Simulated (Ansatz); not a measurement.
CH₇NSi···SiH₄

Input file:

```
crystal:
  periodic: [false, false, false]
  atoms:
    - { symbol: Si, position_ang: [-0.8287, 0.0987, -0.5619] }
    - { symbol: C, position_ang: [-0.8607, -0.7159, 1.458] }
    - { symbol: H, position_ang: [-0.9688, -1.0165, -1.5106] }
    - { symbol: H, position_ang: [-2.2873, 0.4359, -0.4053] }
    - { symbol: "N", position_ang: [-0.3568, 1.754, -0.6443] }
    - { symbol: H, position_ang: [0.195, -0.5089, 0.5641] }
    - { symbol: Si, position_ang: [1.7135, -0.4436, -0.5372] }
    - { symbol: H, position_ang: [-0.1072, -1.0535, 2.174] }
    - { symbol: H, position_ang: [-1.3961, 0.0977, 1.9301] }
    - { symbol: H, position_ang: [-1.5359, -1.5448, 1.2918] }
    - { symbol: H, position_ang: [-1.0488, 2.4666, -0.8023] }
    - { symbol: H, position_ang: [0.5473, 2.045, -0.9753] }
    - { symbol: H, position_ang: [2.1088, -0.1312, -1.9176] }
    - { symbol: H, position_ang: [2.1774, -1.826, -0.3457] }
    - { symbol: H, position_ang: [2.6483, 0.3424, 0.2822] }
basis:
  gaussian: { orbitals: "6-31G*" }
hamiltonian:
  xc: pbe
  dispersion: d4
relax:
  f_tol: 0.15
  max_steps: 25
  restrain:
    - { distance: [0, 6], at: 3.52, k: 30.0 }
    - { distance: [5, 1], at: 2.37, k: 30.0 }
    - { distance: [0, 1], at: 1.87, k: 30.0 }
    - { distance: [5, 6], at: 1.42, k: 30.0 }
output:
  orbitals: {}
```

Launched as:

```sh
ansatz run input.yaml --threads 2 --pin off --max-ram 3072MiB --backend cpu --events-out ev --progress --plain --runs-dir out
```

The fields are those of the run's last geometry, not of the input's.

Not at a stationary point (largest force 1.2 eV/Å).

The calculation used Ansatz 0.2.0, RKS PBE-D4/6-31G*.

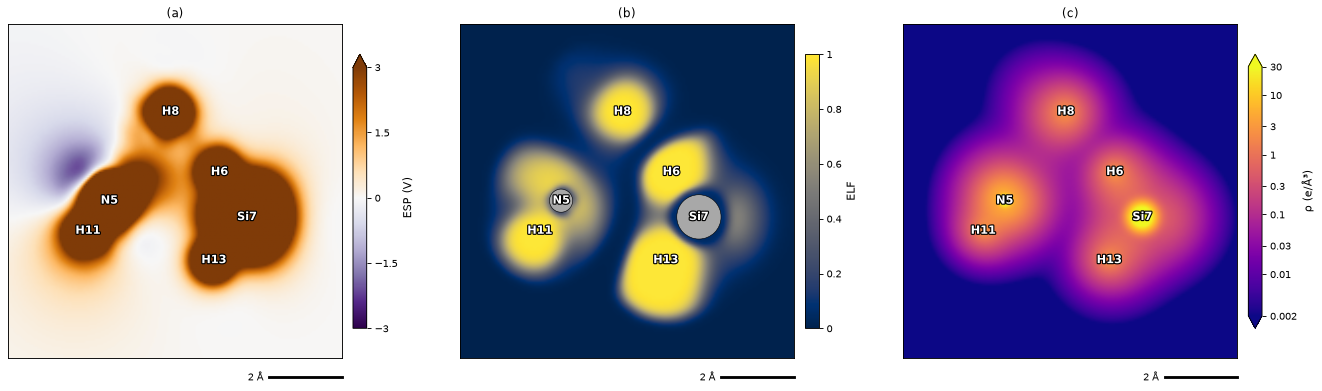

Figure 1. (a) electrostatic potential; (b) electron localisation function; (c) total electron density on the plane of atoms H6, Si7 and H13. Grey discs cover the atomic cores in the ELF map.

Question: What do the fields say about this system?

Answer:
- The plane passes through N, H and Si nuclei.
- N–H (1.02 Å): ρ at the midpoint is about 2.7 e/Å³; the ELF climbs to about 1 towards the hydrogen, as it does in any bond to H; a covalent bond by its length.
- Si–H (1.45 Å): ρ is about 0.81 e/Å³ halfway; the ELF climbs to about 1 towards the hydrogen.
- The ELF also peaks beside N5, away from the bonds: lone-pair regions.
- Outside the dense part of the complex the potential is most negative (−2.1 V) near N5.

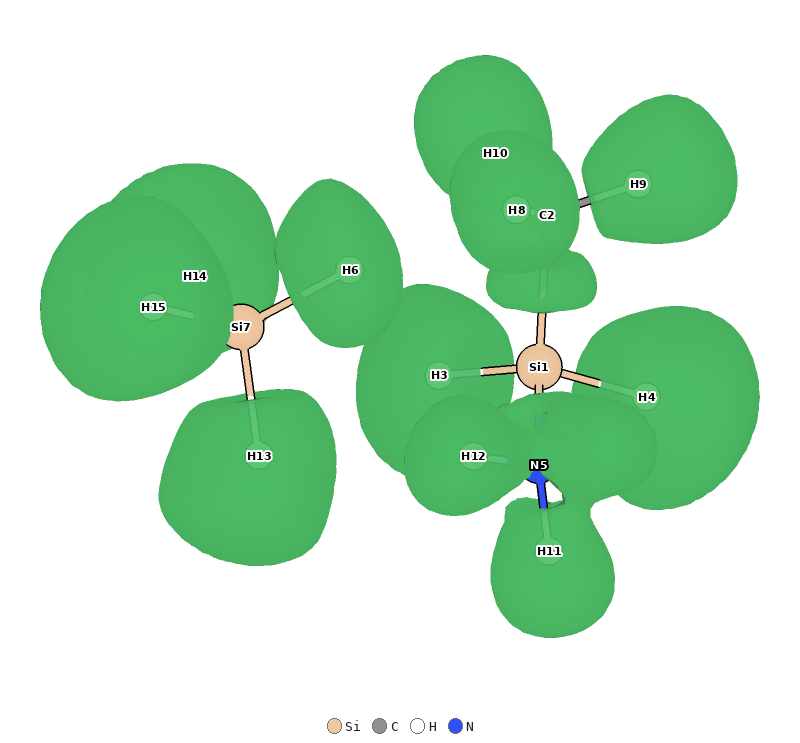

Figure 2. Isosurface of the ELF at 0.8 (green), seen across its widest extent. Only the valence region is drawn (cores and ρ < 0.01 e/Å³ removed).

Question: What do the ELF domains correspond to?

Answer: At this value the surface marks out one region between bonded C–Si atoms (shared pairs), nine regions around hydrogen nuclei and one joined region spread over several atoms (H, N), in which their bonds and any lone pairs are merged. Along the contacts the grid gives the following. Si1···H6 (2.66 Å): the ELF dips to about 0.05 between them. Si–N (1.75 Å): the ELF peaks at about 0.90 between the atoms (a shared but strongly polarised pair).

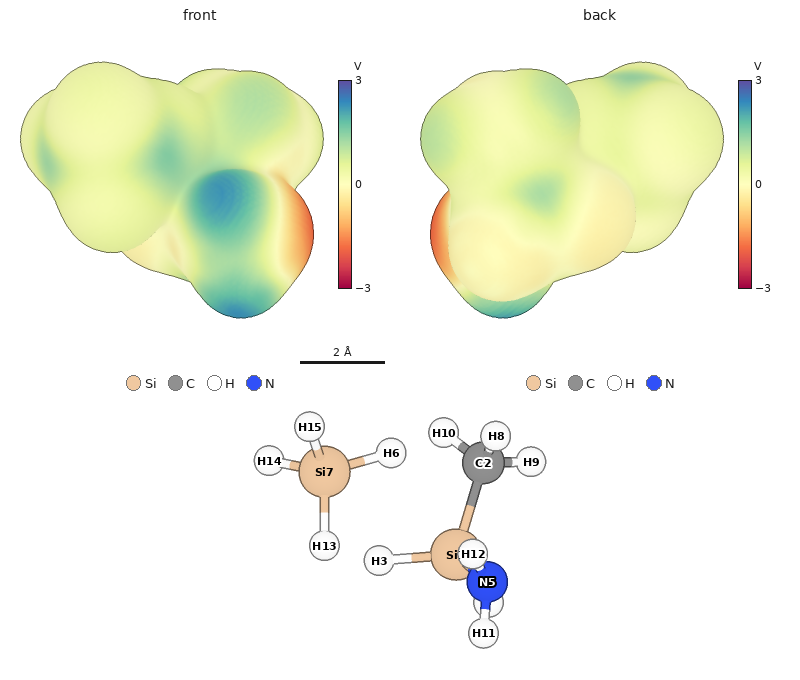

Figure 3. The molecular electrostatic potential painted on the density surface at 0.004 e/bohr³, seen from the front and from behind; red is negative and blue positive. The bare structure is drawn below in the same view.

Question: Where is the surface potential most negative and most positive?

Answer: The most negative region (about −1.8 V, or −42 kcal/mol for a unit charge) lies over N5, the most positive (about +2.2 V, or +51 kcal/mol for a unit charge) over H11 and H12. N5 is the likeliest acceptor of a hydrogen bond.

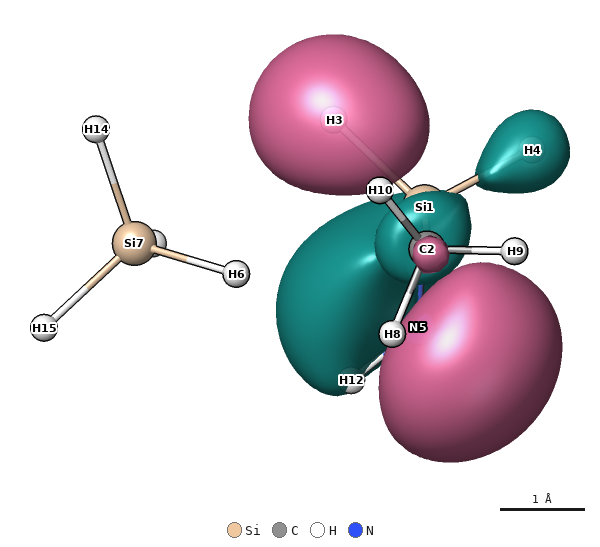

Figure 4. The HOMO at ±0.08 Å⁻³ᐟ² (teal and pink are the two phases), seen from one side.

Question: Where does this orbital lie, and at what energy?

Answer: By Hirshfeld shares it lies mainly on N5 (about 65 %) and H3 (about 10 %). Its energy is −5.62 eV.
